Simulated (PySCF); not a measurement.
Molecule: Ge(H)(F)(OH)2, SMILES [F][GeH]([OH])[OH], singlet. Atoms near the plane z = 0.0 Å, at the CAM-B3LYP/def2-SVP optimised geometry (x, y, z in Å): Ge1 (-0.6, -0.7, 0.0), F4 (1.1, -0.7, 0.0), H5 (-1.1, 0.7, 0.0).

Method: CAM-B3LYP/def2-TZVP (PySCF). Cells within 0.4 Å of a nucleus heavier than hydrogen are left out (blank, or x). The values are rescaled to run from 0 to 1.

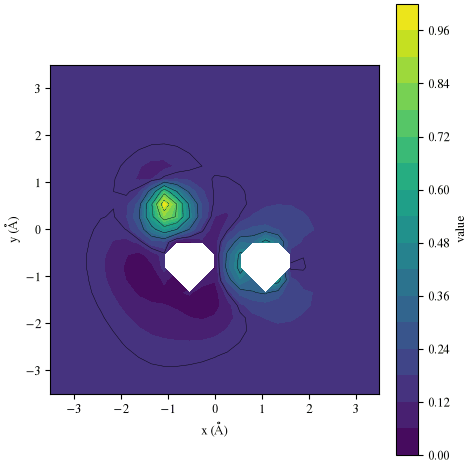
Fig. 1. a field on the plane z = 0.0 Å.

Task: Which quantity is mapped?
(A) deformation density (molecule minus spherical neutral atoms)
(B) an orbital amplitude
(C) electrostatic potential
(D) electron localisation function

Result: A, deformation density (molecule minus spherical neutral atoms). In full: deformation density (molecule minus spherical neutral atoms) (e/bohr³).
